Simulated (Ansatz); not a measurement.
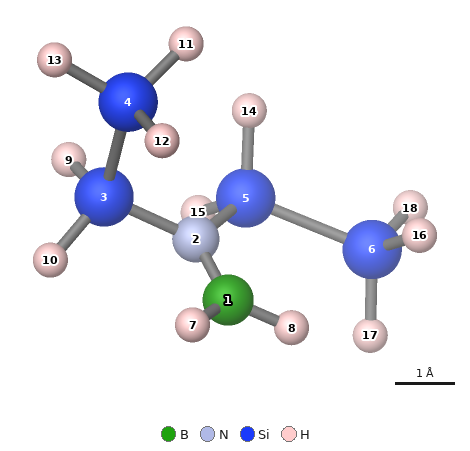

*The input geometry (ball-and-stick view, seen at a tilt; atoms are numbered from 1 in the order of the input).*

## Run report: BSi4NH12, geometry relaxation (part 1 of 2)

The run: geometry relaxation of BSi4NH12, SMILES BN([SiH2][SiH3])[SiH2][SiH3]. Method and program: RKS PBE0-D4/def2-TZVP (Ansatz 0.2.0).

The geometry: PBE-D4/def2-SVP start. Figures and captions count atoms from 1; the log counts them from 0 in places.

### The input
```yaml
crystal:
  periodic: [false, false, false]
  atoms:
    - {symbol: B, position_ang: [0.224643, -0.070290, -1.751653]}
    - {symbol: N, position_ang: [-0.434547, -0.181987, -0.501947]}
    - {symbol: Si, position_ang: [-0.848423, -1.814615, 0.129109]}
    - {symbol: Si, position_ang: [1.049936, -2.695961, 1.205605]}
    - {symbol: Si, position_ang: [-0.795912, 1.247542, 0.522665]}
    - {symbol: Si, position_ang: [0.141753, 3.210034, -0.369952]}
    - {symbol: H, position_ang: [0.470578, -1.076172, -2.399378]}
    - {symbol: H, position_ang: [0.552173, 1.025772, -2.179038]}
    - {symbol: H, position_ang: [-1.976213, -1.643561, 1.114600]}
    - {symbol: H, position_ang: [-1.315251, -2.688591, -1.000597]}
    - {symbol: H, position_ang: [1.512103, -1.728431, 2.261302]}
    - {symbol: H, position_ang: [2.155798, -2.879159, 0.201942]}
    - {symbol: H, position_ang: [0.749227, -4.020798, 1.855313]}
    - {symbol: H, position_ang: [-0.244413, 0.984107, 1.902597]}
    - {symbol: H, position_ang: [-2.290365, 1.382654, 0.671920]}
    - {symbol: H, position_ang: [1.631825, 3.073531, -0.525043]}
    - {symbol: H, position_ang: [-0.477657, 3.564982, -1.693516]}
    - {symbol: H, position_ang: [-0.142856, 4.322443, 0.607871]}
basis:
  gaussian: {orbitals: def2-TZVP}
hamiltonian: {xc: pbe0, dispersion: d4}
relax: {f_tol: 0.005, max_steps: 150}
```

Hardware: 4 threads of Arm Neoverse V1, 23 GiB of memory available, shared host.

Run as:
```bash
ansatz run in.yaml --threads 4 --pin off --events-out ev --progress --plain --max-ram 11315MiB
```

### What the program printed
```
Functional definition: PBE0
  name "PBE0"
  cite "Adamo & Barone, J. Chem. Phys. 110, 6158 (1999) doi:10.1063/1.478522"
  cite "Perdew, Burke & Ernzerhof, Phys. Rev. Lett. 77, 3865 (1996) doi:10.1103/PhysRevLett.77.3865"
  parent pbe
  parameter a = 0.25
  parameter kappa = 0.804
  parameter beta = 0.06672455060314922
  exchange = (1 - a)*pbe_x(kappa = kappa, mu = beta*pi^2/3) + a*exact_x
  correlation = pbe_c(beta = beta)
1924 factors; their error is unknown
mean field evaluation 1: about -33852.7420 eV, gradient 5.6e1 eV
mean field evaluation 2: about -33838.6876 eV, gradient 9.2e1 eV
mean field evaluation 4: about -33859.0035 eV, gradient 4.0e0 eV
mean field evaluation 8: about -33859.0453 eV, gradient 2.9e-2 eV
mean field evaluation 16: about -33859.1787 eV, gradient 2.2e-5 eV
mean field -33859.17867295 eV, -1244.3018656553 hartree, gradient 2.2e-5 eV, S^2 0.000000; 0 other end points of the search recorded, 0 dependent functions left out
the calculation of the forces begins
reference -33859.17872306 eV, -1244.3018674967 hartree; 40, 40 occupied and 242, 242 virtual orbitals, 1924 factors
relax step   1: F+E_penalty+E_count = -33859.63797766 eV  Δ(F+E_penalty+E_count) = +0.000e0 eV  max|allowed force component| = 5.281e-1 eV/Å  Δτ_max = 0.0000 Å  (27 SCF iters, accepted)
these checks for a lower state are left out or cut short: starts, cluster_reference, orbital_swaps, neighbouring_geometries, increment
1924 factors; their error is unknown
mean field -33859.23824340 eV, -1244.3040548289 hartree, gradient 8.9e-6 eV, S^2 0.000000; 0 other end points of the search recorded, 0 dependent functions left out
[... from here on the field's lines of each further geometry are left out, up to the last ...]
relax step   2: F+E_penalty+E_count = -33859.70026088 eV  Δ(F+E_penalty+E_count) = -6.228e-2 eV  max|allowed force component| = 3.493e-1 eV/Å  Δτ_max = 0.0426 Å  (31 SCF iters, accepted)
relax step   3: F+E_penalty+E_count = -33859.70743110 eV  Δ(F+E_penalty+E_count) = -7.170e-3 eV  max|allowed force component| = 1.574e-1 eV/Å  Δτ_max = 0.0463 Å  (31 SCF iters, accepted)
relax step   4: F+E_penalty+E_count = -33859.71153774 eV  Δ(F+E_penalty+E_count) = -4.107e-3 eV  max|allowed force component| = 1.675e-2 eV/Å  Δτ_max = 0.0312 Å  (30 SCF iters, accepted)
relax step   5: F+E_penalty+E_count = -33859.71186387 eV  Δ(F+E_penalty+E_count) = -3.261e-4 eV  max|allowed force component| = 1.652e-2 eV/Å  Δτ_max = 0.0233 Å  (30 SCF iters, accepted)
relax step   6: F+E_penalty+E_count = -33859.71197383 eV  Δ(F+E_penalty+E_count) = -1.100e-4 eV  max|allowed force component| = 2.400e-2 eV/Å  Δτ_max = 0.0230 Å  (30 SCF iters, accepted)
relax step   7: F+E_penalty+E_count = -33859.71202261 eV  Δ(F+E_penalty+E_count) = -4.878e-5 eV  max|allowed force component| = 1.911e-2 eV/Å  Δτ_max = 0.0123 Å  (31 SCF iters, accepted)
relax step   8: F+E_penalty+E_count = -33859.71207628 eV  Δ(F+E_penalty+E_count) = -5.367e-5 eV  max|allowed force component| = 1.011e-2 eV/Å  Δτ_max = 0.0037 Å  (22 SCF iters, accepted)
relax step   9: F+E_penalty+E_count = -33859.71214798 eV  Δ(F+E_penalty+E_count) = -7.169e-5 eV  max|allowed force component| = 1.289e-2 eV/Å  Δτ_max = 0.0139 Å  (30 SCF iters, accepted)
relax step  10: F+E_penalty+E_count = -33859.71217865 eV  Δ(F+E_penalty+E_count) = -3.067e-5 eV  max|allowed force component| = 1.952e-2 eV/Å  Δτ_max = 0.0104 Å  (24 SCF iters, accepted)
relax step  11: F+E_penalty+E_count = -33859.71223076 eV  Δ(F+E_penalty+E_count) = -5.211e-5 eV  max|allowed force component| = 2.666e-2 eV/Å  Δτ_max = 0.0161 Å  (30 SCF iters, accepted)
relax step  12: F+E_penalty+E_count = -33859.71228494 eV  Δ(F+E_penalty+E_count) = -5.418e-5 eV  max|allowed force component| = 2.575e-2 eV/Å  Δτ_max = 0.0193 Å  (30 SCF iters, accepted)
relax step  13: F+E_penalty+E_count = -33859.71230885 eV  Δ(F+E_penalty+E_count) = -2.391e-5 eV  max|allowed force component| = 1.925e-2 eV/Å  Δτ_max = 0.0065 Å  (24 SCF iters, accepted)
relax step  14: F+E_penalty+E_count = -33859.71233989 eV  Δ(F+E_penalty+E_count) = -3.105e-5 eV  max|allowed force component| = 9.017e-3 eV/Å  Δτ_max = 0.0085 Å  (24 SCF iters, accepted)
relax step  15: F+E_penalty+E_count = -33859.71237575 eV  Δ(F+E_penalty+E_count) = -3.586e-5 eV  max|allowed force component| = 1.545e-2 eV/Å  Δτ_max = 0.0121 Å  (31 SCF iters, accepted)
relax step  16: F+E_penalty+E_count = -33859.71240317 eV  Δ(F+E_penalty+E_count) = -2.742e-5 eV  max|allowed force component| = 2.121e-2 eV/Å  Δτ_max = 0.0194 Å  (30 SCF iters, accepted)
relax step  17: F+E_penalty+E_count = -33859.71243395 eV  Δ(F+E_penalty+E_count) = -3.078e-5 eV  max|allowed force component| = 1.470e-2 eV/Å  Δτ_max = 0.0121 Å  (24 SCF iters, accepted)
relax step  18: F+E_penalty+E_count = -33859.71245423 eV  Δ(F+E_penalty+E_count) = -2.028e-5 eV  max|allowed force component| = 1.155e-2 eV/Å  Δτ_max = 0.0043 Å  (23 SCF iters, accepted)
relax step  19: F+E_penalty+E_count = -33859.71248384 eV  Δ(F+E_penalty+E_count) = -2.961e-5 eV  max|allowed force component| = 9.842e-3 eV/Å  Δτ_max = 0.0191 Å  (30 SCF iters, accepted)
relax step  20: F+E_penalty+E_count = -33859.71248722 eV  Δ(F+E_penalty+E_count) = -3.378e-6 eV  max|allowed force component| = 1.534e-2 eV/Å  Δτ_max = 0.0195 Å  (30 SCF iters, accepted)
relax step  21: F+E_penalty+E_count = -33859.71250351 eV  Δ(F+E_penalty+E_count) = -1.629e-5 eV  max|allowed force component| = 9.470e-3 eV/Å  Δτ_max = 0.0032 Å  (22 SCF iters, accepted)
the calculation of the forces begins
reference -33859.25060981 eV, -1244.3045092862 hartree; 40, 40 occupied and 242, 242 virtual orbitals, 1924 factors
relax step  22: F+E_penalty+E_count = -33859.71251091 eV  Δ(F+E_penalty+E_count) = -7.402e-6 eV  max|allowed force component| = 4.061e-3 eV/Å  Δτ_max = 0.0014 Å  (20 SCF iters, accepted)
1924 factors; their error is unknown
mean field evaluation 160: about -33859.0772 eV, gradient 3.9e0 eV
```

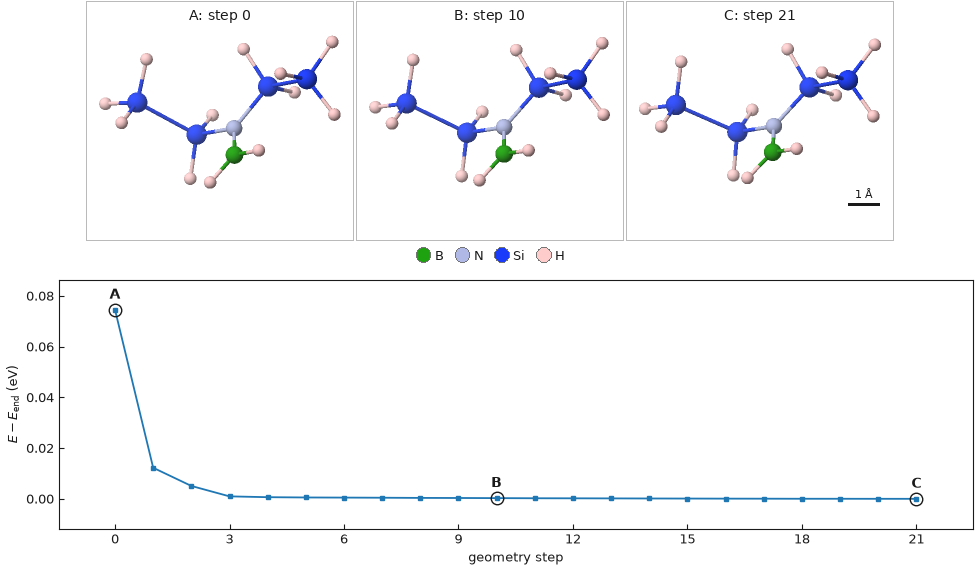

*Frames of the relaxation (ball-and-stick view, seen at a tilt) above the curves, on which the letters mark them (the first geometry is step 0 here and step 1 in the log).*

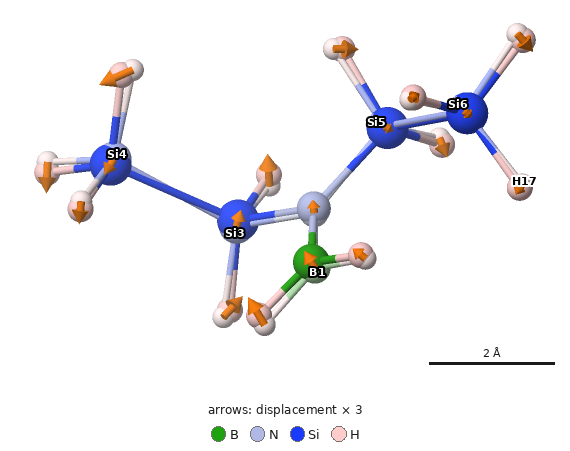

*Start (faint) and end (solid) with the displacements as orange arrows, magnified 3 times (ball-and-stick view, seen at a tilt). The two geometries are laid on each other by the best rigid fit.*

The energy falls by 0.075 eV in 21 geometry steps. Largest force component: 0.53 eV/Å at the start, 0.0041 eV/Å at the end. H11 moves most after the best rigid fit: 0.20 Å. By element the largest moves are H 0.20 Å, B 0.11 Å, Si 0.10 Å, N 0.07 Å. Among the contacts that change: N2–Si3 1.799 → 1.764 Å, B1–H7 1.221 → 1.201 Å, Si3–H9 1.507 → 1.490 Å, Si3–H10 1.503 → 1.486 Å. (Atoms are counted from 1 in the order of the input.)

```
mean field -33859.25056007 eV, -1244.3045074583 hartree, gradient 8.4e-5 eV, S^2 0.000000; 1 other end points of the search recorded, 0 dependent functions left out
the calculation of the forces begins
reference -33859.25060981 eV, -1244.3045092862 hartree; 40, 40 occupied and 242, 242 virtual orbitals, 1924 factors
Total energy: -33859.71256065 eV, -1244.3214856663 hartree
Atom 0 at     0.288195    -0.075686    -1.661805 Å, force     0.001272    -0.004061    -0.002339 eV/Å
Atom 1 at    -0.405110    -0.154983    -0.441830 Å, force    -0.001465    -0.003357    -0.000138 eV/Å
Atom 2 at    -0.818347    -1.749840     0.189407 Å, force     0.001938     0.003128    -0.000426 eV/Å
Atom 3 at     1.066815    -2.763343     1.136720 Å, force    -0.000937    -0.001510     0.000774 eV/Å
Atom 4 at    -0.835393     1.271192     0.493706 Å, force     0.000315     0.002114     0.001262 eV/Å
Atom 5 at     0.100566     3.218508    -0.401778 Å, force    -0.001391    -0.000525    -0.000178 eV/Å
Atom 6 at     0.567516    -1.083750    -2.252665 Å, force    -0.000502     0.002090     0.000959 eV/Å
Atom 7 at     0.603401     0.990807    -2.114203 Å, force     0.000076     0.001744     0.000504 eV/Å
Atom 8 at    -1.863655    -1.550577     1.232392 Å, force     0.000684    -0.000440    -0.000267 eV/Å
Atom 9 at    -1.389882    -2.583350    -0.899748 Å, force     0.000388    -0.000100     0.000573 eV/Å
Atom 10 at     1.604841    -1.900184     2.222931 Å, force    -0.000956    -0.000413    -0.000914 eV/Å
Atom 11 at     2.121392    -2.941959     0.102817 Å, force    -0.001333     0.000556     0.000507 eV/Å
Atom 12 at     0.715607    -4.092789     1.706050 Å, force     0.000856     0.000630    -0.000350 eV/Å
Atom 13 at    -0.358170     1.070933     1.891968 Å, force    -0.000181    -0.000114    -0.000162 eV/Å
Atom 14 at    -2.319303     1.384804     0.561193 Å, force     0.000968    -0.000003     0.000308 eV/Å
Atom 15 at     1.580355     3.109303    -0.488025 Å, force    -0.000382     0.000072     0.000119 eV/Å
Atom 16 at    -0.453331     3.525637    -1.745847 Å, force     0.000460     0.000169     0.000406 eV/Å
Atom 17 at    -0.243096     4.336775     0.520518 Å, force     0.000190     0.000019    -0.000639 eV/Å
Dipole moment:    -0.069958    -0.037279     0.107991 e Å
```

### Trajectory as extended XYZ (Å, eV, eV/Å), 22 frames, from step=1 to step=22
```
18
Properties=species:S:1:pos:R:3:forces:R:3 step=1 energy=-33859.63798
B     0.2246   -0.0703   -1.7517   -0.0496  -0.0164   0.1187
N    -0.4345   -0.1820   -0.5019   -0.1045  -0.0176   0.2117
Si   -0.8484   -1.8146    0.1291    0.0225   0.4983  -0.1973
Si    1.0499   -2.6960    1.2056    0.1088  -0.0800   0.0678
Si   -0.7959    1.2475    0.5227    0.0169  -0.5281  -0.2027
Si    0.1418    3.2100   -0.3700    0.0617   0.1488  -0.0478
H     0.4706   -1.0762   -2.3994   -0.1009   0.3740   0.2447
H     0.5522    1.0258   -2.1790   -0.1265  -0.3964   0.1585
H    -1.9762   -1.6436    1.1146    0.2309  -0.0221  -0.2083
H    -1.3153   -2.6886   -1.0006    0.0984   0.1968   0.2268
H     1.5121   -1.7284    2.2613   -0.0901  -0.1916  -0.2043
H     2.1558   -2.8792    0.2019   -0.2152   0.0329   0.2017
H     0.7492   -4.0208    1.8553    0.0651   0.2699  -0.1362
H    -0.2444    0.9841    1.9026   -0.1165   0.0430  -0.2940
H    -2.2904    1.3827    0.6719    0.3200  -0.0350  -0.0403
H     1.6318    3.0735   -0.5250   -0.3207   0.0325   0.0275
H    -0.4777    3.5650   -1.6935    0.1393  -0.0745   0.2807
H    -0.1429    4.3224    0.6079    0.0604  -0.2346  -0.2071
18
Properties=species:S:1:pos:R:3:forces:R:3 step=2 energy=-33859.70026
B     0.2151   -0.0631   -1.7415   -0.0369  -0.0099   0.0104
N    -0.4425   -0.1748   -0.5018   -0.0286  -0.0371   0.2713
Si   -0.8271   -1.7935    0.1355   -0.0519   0.3294  -0.1899
Si    1.0478   -2.6966    1.2045    0.0811   0.0050   0.0380
Si   -0.7988    1.2417    0.5114    0.0352  -0.3493  -0.1682
Si    0.1407    3.1929   -0.3698    0.0229   0.0771  -0.0217
H     0.4562   -1.0565   -2.3824   -0.0140   0.1091   0.0705
H     0.5352    1.0208   -2.1644   -0.0365  -0.1166   0.0393
H    -1.9478   -1.6226    1.1079    0.0592  -0.0176  -0.0296
H    -1.2911   -2.6570   -0.9853    0.0210   0.0337   0.0556
H     1.5056   -1.7407    2.2541   -0.0035  -0.0537  -0.0372
H     2.1460   -2.8803    0.2122   -0.0458   0.0081   0.0478
H     0.7478   -4.0106    1.8447   -0.0106   0.0716  -0.0446
H    -0.2547    0.9744    1.8779   -0.0311   0.0174  -0.0593
H    -2.2793    1.3743    0.6556    0.0740   0.0063  -0.0070
H     1.6168    3.0597   -0.5238   -0.0739  -0.0024   0.0094
H    -0.4674    3.5485   -1.6822    0.0287  -0.0160   0.0626
H    -0.1400    4.2949    0.5991    0.0109  -0.0552  -0.0474
18
Properties=species:S:1:pos:R:3:forces:R:3 step=3 energy=-33859.70743
B     0.2116   -0.0702   -1.7344    0.0920  -0.0008   0.0238
N    -0.4173   -0.1825   -0.4842   -0.1574   0.0422  -0.0034
Si   -0.8363   -1.7834    0.1287    0.1406   0.0772   0.0262
Si    1.0474   -2.6675    1.1975   -0.0406  -0.0673   0.0030
Si   -0.7880    1.2228    0.5096    0.0305  -0.0277  -0.0328
Si    0.1387    3.1802   -0.3673    0.0028  -0.0116   0.0096
H     0.4582   -1.0579   -2.3681   -0.0226  -0.0283  -0.0352
H     0.5251    1.0071   -2.1590   -0.0114   0.0295  -0.0238
H    -1.9454   -1.6123    1.1063   -0.0279  -0.0004   0.0058
H    -1.3004   -2.6388   -0.9913   -0.0123  -0.0198  -0.0044
H     1.5168   -1.7310    2.2527   -0.0147   0.0213   0.0094
H     2.1440   -2.8560    0.2122    0.0144  -0.0042  -0.0234
H     0.7249   -3.9766    1.8231    0.0216  -0.0391   0.0240
H    -0.2535    0.9646    1.8756    0.0020   0.0079   0.0344
H    -2.2632    1.3580    0.6459   -0.0372  -0.0079   0.0014
H     1.6088    3.0422   -0.5189    0.0359   0.0084  -0.0081
H    -0.4662    3.5359   -1.6750   -0.0111   0.0043  -0.0265
H    -0.1428    4.2769    0.5985   -0.0044   0.0164   0.0199
18
Properties=species:S:1:pos:R:3:forces:R:3 step=4 energy=-33859.71154
B     0.2102   -0.0668   -1.7352    0.0102  -0.0102  -0.0036
N    -0.4325   -0.1742   -0.4899    0.0022   0.0098  -0.0065
Si   -0.8209   -1.7763    0.1378   -0.0059   0.0168   0.0087
Si    1.0553   -2.6880    1.1986    0.0047  -0.0035  -0.0001
Si   -0.8021    1.2324    0.5010   -0.0088  -0.0105  -0.0040
Si    0.1416    3.1871   -0.3683    0.0032   0.0017   0.0028
H     0.4555   -1.0589   -2.3652   -0.0005  -0.0036  -0.0048
H     0.5191    1.0093   -2.1694   -0.0078   0.0056   0.0045
H    -1.9255   -1.6065    1.1234   -0.0014  -0.0039   0.0020
H    -1.2988   -2.6396   -0.9721    0.0023  -0.0042   0.0008
H     1.5218   -1.7583    2.2629   -0.0005  -0.0029   0.0001
H     2.1526   -2.8685    0.2104    0.0031  -0.0032   0.0007
H     0.7342   -4.0039    1.8146   -0.0009  -0.0027  -0.0029
H    -0.2828    0.9730    1.8744    0.0006   0.0075   0.0053
H    -2.2802    1.3718    0.6238    0.0003   0.0019  -0.0005
H     1.6140    3.0492   -0.5159   -0.0001  -0.0006  -0.0020
H    -0.4585    3.5461   -1.6791    0.0014   0.0021  -0.0010
H    -0.1406    4.2835    0.5999   -0.0021  -0.0002   0.0006
18
Properties=species:S:1:pos:R:3:forces:R:3 step=5 energy=-33859.71186
B     0.2112   -0.0674   -1.7349    0.0000   0.0165   0.0089
N    -0.4300   -0.1716   -0.4884   -0.0001  -0.0120   0.0015
Si   -0.8164   -1.7723    0.1441    0.0024   0.0033   0.0018
Si    1.0593   -2.6955    1.1977   -0.0014   0.0014   0.0000
Si   -0.8072    1.2366    0.4973   -0.0004   0.0024  -0.0036
Si    0.1398    3.1910   -0.3700   -0.0001  -0.0020  -0.0014
H     0.4599   -1.0600   -2.3625   -0.0001  -0.0060  -0.0020
H     0.5129    1.0100   -2.1711    0.0005  -0.0003  -0.0049
H    -1.9179   -1.6016    1.1329    0.0005  -0.0008   0.0027
H    -1.2984   -2.6380   -0.9625    0.0003  -0.0001   0.0008
H     1.5301   -1.7786    2.2710   -0.0006  -0.0022  -0.0004
H     2.1569   -2.8745    0.2095   -0.0004  -0.0011  -0.0002
H     0.7293   -4.0151    1.8013    0.0007  -0.0020  -0.0017
H    -0.2940    0.9842    1.8745   -0.0011   0.0008  -0.0012
H    -2.2859    1.3747    0.6124   -0.0003   0.0000  -0.0009
H     1.6123    3.0508   -0.5156    0.0003   0.0000   0.0000
H    -0.4567    3.5516   -1.6820    0.0008   0.0021  -0.0006
H    -0.1429    4.2872    0.5980   -0.0010   0.0001   0.0007
18
Properties=species:S:1:pos:R:3:forces:R:3 step=6 energy=-33859.71197
B     0.2126   -0.0675   -1.7338   -0.0068   0.0240   0.0139
N    -0.4278   -0.1692   -0.4865    0.0037  -0.0240   0.0026
Si   -0.8118   -1.7689    0.1502   -0.0018  -0.0027   0.0050
Si    1.0626   -2.7029    1.1974    0.0015   0.0011  -0.0071
Si   -0.8124    1.2409    0.4932   -0.0013   0.0057  -0.0045
Si    0.1380    3.1945   -0.3730    0.0017  -0.0005   0.0020
H     0.4641   -1.0613   -2.3586    0.0007  -0.0037   0.0009
H     0.5089    1.0102   -2.1733    0.0040  -0.0049  -0.0072
H    -1.9078   -1.5966    1.1449   -0.0008   0.0023  -0.0013
H    -1.3009   -2.6354   -0.9529    0.0013   0.0015   0.0023
H     1.5380   -1.7985    2.2794   -0.0025  -0.0020  -0.0032
H     2.1586   -2.8782    0.2067    0.0014   0.0001   0.0024
H     0.7275   -4.0273    1.7881   -0.0006   0.0028  -0.0017
H    -0.3067    0.9933    1.8742   -0.0001   0.0013  -0.0050
H    -2.2921    1.3773    0.5998    0.0008   0.0001  -0.0008
H     1.6107    3.0521   -0.5144   -0.0007   0.0002   0.0007
H    -0.4532    3.5598   -1.6862   -0.0008  -0.0028   0.0017
H    -0.1459    4.2892    0.5965    0.0002   0.0014  -0.0005
18
Properties=species:S:1:pos:R:3:forces:R:3 step=7 energy=-33859.71202
B     0.2140   -0.0680   -1.7316   -0.0083   0.0191   0.0093
N    -0.4263   -0.1684   -0.4841    0.0033  -0.0162   0.0000
Si   -0.8101   -1.7671    0.1547   -0.0008  -0.0082  -0.0065
Si    1.0651   -2.7076    1.1944   -0.0017   0.0024   0.0034
Si   -0.8158    1.2436    0.4907    0.0045   0.0068   0.0051
Si    0.1374    3.1967   -0.3734   -0.0027  -0.0010  -0.0047
H     0.4669   -1.0630   -2.3543    0.0022  -0.0014   0.0025
H     0.5079    1.0091   -2.1741    0.0044  -0.0059  -0.0044
H    -1.9041   -1.5924    1.1515    0.0041   0.0001   0.0006
H    -1.3029   -2.6338   -0.9465   -0.0023   0.0027   0.0009
H     1.5395   -1.8090    2.2816    0.0014  -0.0032  -0.0015
H     2.1629   -2.8803    0.2051   -0.0035   0.0031  -0.0006
H     0.7269   -4.0344    1.7781    0.0007   0.0038  -0.0011
H    -0.3135    1.0002    1.8737   -0.0025  -0.0016  -0.0027
H    -2.2959    1.3787    0.5925    0.0020   0.0010  -0.0015
H     1.6103    3.0537   -0.5134   -0.0018  -0.0010   0.0010
H    -0.4529    3.5604   -1.6876    0.0017   0.0006   0.0007
H    -0.1470    4.2928    0.5945   -0.0005  -0.0012  -0.0005
```
